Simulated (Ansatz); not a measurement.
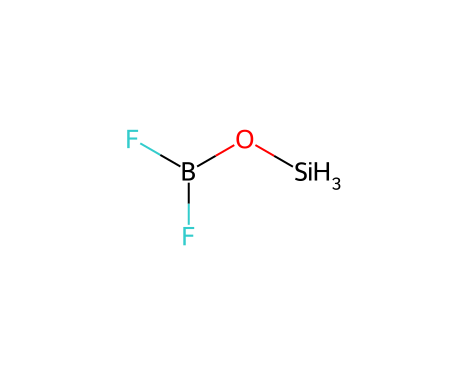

A structural formula.

> Write the SMILES.

FB(F)O[SiH3]

> Give the formula, hydrogens included.

BF2H3OSi.

> An optimisation with PBE0-D4/def2-TZVP gave a structure of which point group?

Cs. Other conformers may differ.

The parts below concern this one geometry. Atoms keep their numbers from picture to picture. The geometry was computed by an optimisation with PBE0-D4/def2-TZVP.

**Geometry**

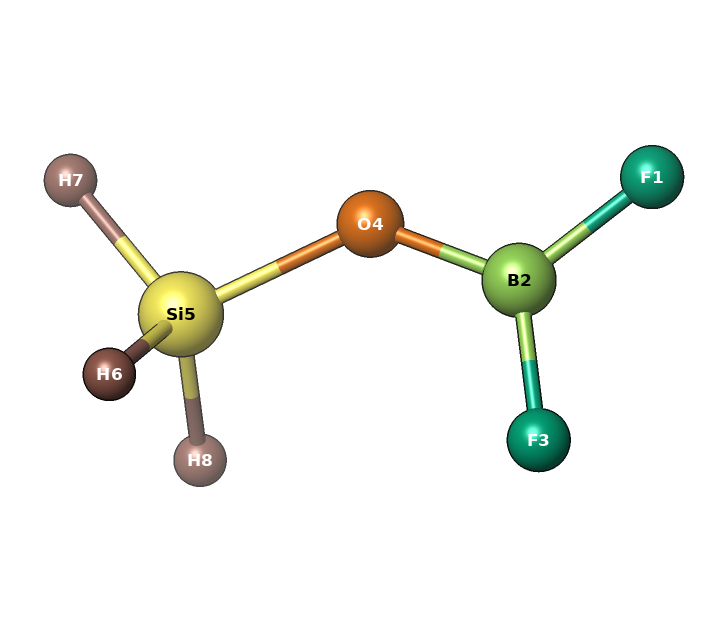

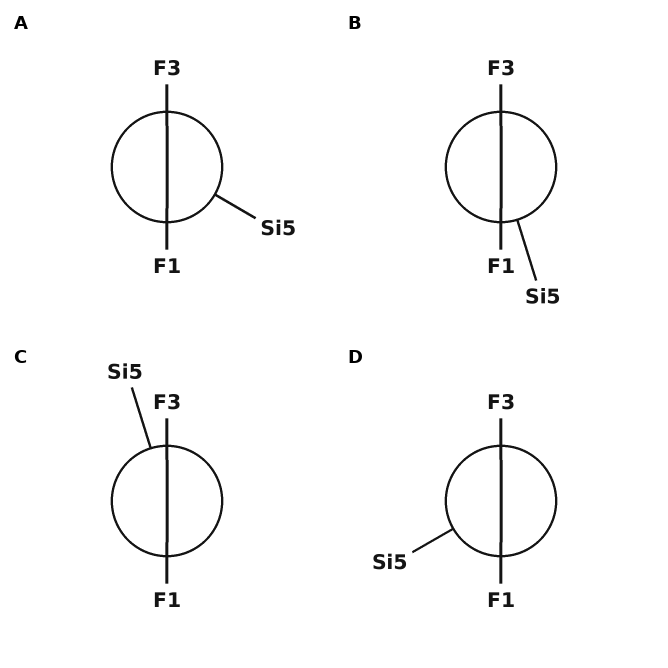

Atoms fade into the background with distance from the viewer. Bonds that would overlap in a projection are set slightly apart.

> Which Newman projection shows the view along B2–O4, with B2 in front?

C. The torsion angle F1–B2–O4–Si5 is 180°, antiperiplanar (anti).

**Vibrations**

Harmonic vibrations computed with RKS PBE0-D4/def2-TZVP (Ansatz 0.2.0) at a stationary point of the same level.

> How many vibrational modes are there, and where do they lie?

18 modes: 35, 101, 102, 404, 492, 680, 700, 733, 751, 952, 955, 969, 1033, 1419, 1498, 2246, 2251, 2270 cm⁻¹.

**Levels of theory compared**

Program: Ansatz 0.2.0.

Tabulate HOMO energy (eV) at these levels: PBE0-D4/def2-QZVPP; PBE0-D4/def2-TZVPP; revPBE-D4/def2-TZVPP; ωB97M-V/def2-QZVPP; ωB97M-V/def2-SVP; ωB97M-V/def2-TZVPP; ωB97X-V/def2-TZVPP.

| level | HOMO energy (eV) |
| --- | --- |
| PBE0-D4/def2-QZVPP | −9.68 |
| PBE0-D4/def2-TZVPP | −9.67 |
| revPBE-D4/def2-TZVPP | −8.18 |
| ωB97M-V/def2-QZVPP | −11.97 |
| ωB97M-V/def2-SVP | −11.85 |
| ωB97M-V/def2-TZVPP | −11.95 |
| ωB97X-V/def2-TZVPP | −12.13 |

**Charges**

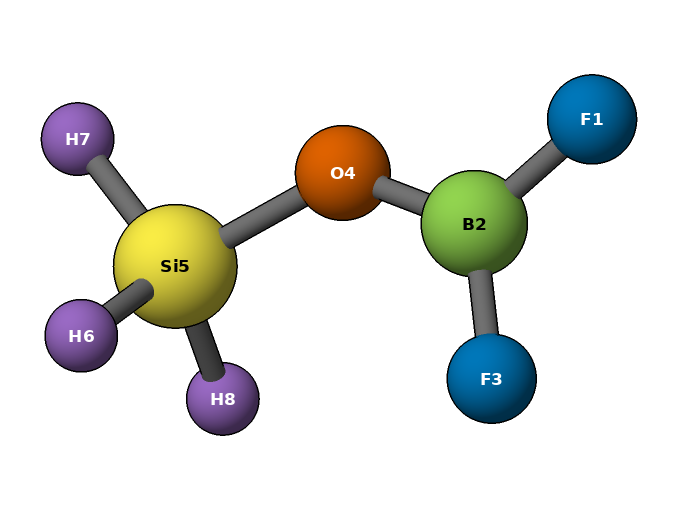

The questions are on Mulliken charges. Level of theory: RKS r2SCAN-D4/def2-TZVPP (Ansatz 0.2.0).

List the Mulliken charges.

| atom | value (e) |
| --- | --- |
| F1 | −0.24 |
| B2 | 0.62 |
| F3 | −0.26 |
| O4 | −0.38 |
| Si5 | 0.44 |
| H6 | −0.06 |
| H7 | −0.06 |
| H8 | −0.06 |

Mulliken values depend strongly on the basis set and can even reverse the polarity of a bond.
